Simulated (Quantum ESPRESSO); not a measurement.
**Converging the dielectric constant against shifted meshes: LiH (Fm-3m, 2 atoms in the cell)**

```yaml
crystal:
  lattice:
    - [-2.05020, 0.00000, 2.05020]
    - [0.00000, 2.05020, 2.05020]
    - [-2.05020, 2.05020, 0.00000]
  atoms:
    - { symbol: Li, position: [0.00000, 0.00000, 0.00000] }
    - { symbol: H, position: [0.50000, 0.50000, 0.50000] }
```

Level of theory: PBE, SSSP 1.1.2 efficiency (PBE) pseudopotentials (plane waves; Quantum ESPRESSO).

Base settings: ecutwfc = 55 Ry; ecutrho = 440 Ry; occupations = smearing; smearing = fermi-dirac; degauss = 0.0036749 Ry; potentials = {Li: li_pbe_v1.4.uspp.F.UPF, H: H.pbe-rrkjus_psl.1.0.0.UPF}; K_POINTS = automatic 10 10 10 0 0 0; conv_thr = 1e-09 Ry.

In this ladder: occupations = fixed; smearing = default; degauss = default; nbnd = 10; ph.x.tr2_ph = 1e-14; ph.x.trans = false; ph.x.epsil = true; ph.x.zeu = true.

Only quantities that move along the ladder and can be compared are tabulated.

Core times come from one kind of shared machine, to one figure; runs under 30 s give none.

The starting cell has typed, rounded lattice constants, without a prior relaxation at this level. Its lattice was rescaled by up to half a per cent.

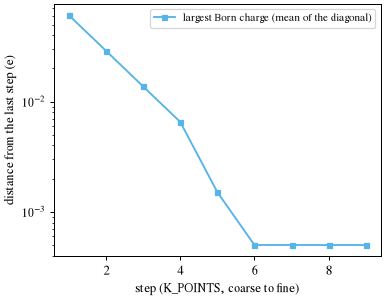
Figure: Distance from the last step along the ladder; very small values are drawn at a floor.

| K_POINTS | largest Born charge (mean of the diagonal) (e) | mean ε∞ | core time / last (rough) |
|---|---|---|---|
| automatic 4 4 4 1 1 1 | 0.968 | 3.788 | – |
| automatic 5 5 5 1 1 1 | 1.000 | 3.994 | – |
| automatic 6 6 6 1 1 1 | 1.015 | 4.117 | – |
| automatic 7 7 7 1 1 1 | 1.022 | 4.187 | – |
| automatic 9 9 9 1 1 1 | 1.027 | 4.245 | – |
| automatic 11 11 11 1 1 1 | 1.028 | 4.262 | – |
| automatic 13 13 13 1 1 1 | 1.029 | 4.267 | 0.2 |
| automatic 16 16 16 1 1 1 | 1.029 | 4.268 | 0.3 |
| automatic 20 20 20 1 1 1 | 1.029 | 4.269 | 0.5 |
| automatic 25 25 25 1 1 1 | 1.029 | 4.269 | 1 |

Coarsest K_POINTS that holds the mean ε∞ within 0.1 of the last step, with all finer ones: automatic 7 7 7 1 1 1; the step before is off by 0.15.

Coarsest K_POINTS that holds the largest Born charge (mean of the diagonal) within 0.02 e of the last step, with all finer ones: automatic 6 6 6 1 1 1; the step before is off by 0.029 e.
